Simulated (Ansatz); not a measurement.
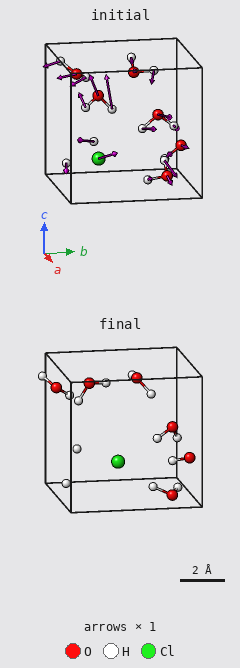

The structure of an amorphous cell of composition H13ClO6 before (top) and after (bottom) a relaxation, at one scale. The purple arrows give the displacements, at their true length.

Style: ball-and-stick. Shown: the cell of the calculation, slightly off an axis.

The cell holds 6 H2O + 1 HCl. The run prepares the start of a later molecular dynamics calculation, from a guessed geometry.

Level of theory: DFT PBE, scalar-relativistic, plane waves, PAW in Ansatz. Settings: plane-wave cutoff 420 eV; k-point mesh 1 × 1 × 1; occupations fermi dirac; smearing width 0.05 eV; no spin polarisation; atoms relaxed in a fixed cell; force threshold 0.3 eV/Å; at most 15 steps.

**What changed between the two?**

The relaxation stopped without meeting its thresholds, so the last structure isn't shown to be converged. It used up its limit of 15 steps. Over 14 geometry steps the energy falls by 199 meV per atom. The largest force component goes from 0.86 to 0.53 eV/Å. The largest move is that of an H atom, 1.67 Å roughly along +c. Largest moves by element: H 1.67 Å, O 1.20 Å, Cl 1.17 Å. The cell doesn't change. Near-neighbour distances that change, for instance: Cl–H 1.280 → 1.446 Å, H–O 0.969 → 1.003 Å, H–O 0.969 → 0.982 Å. Bond angles that change, for instance: H–O–H 104.0° → 106.9°. The run took 21 s on 1 thread of Arm Neoverse V2, on a shared host, peak memory 0.32 GiB.

Limits of the set-up: the program's low-accuracy preset was used; the periodic images lie only 6.1 Å apart, so the values are limited by the cell's size.
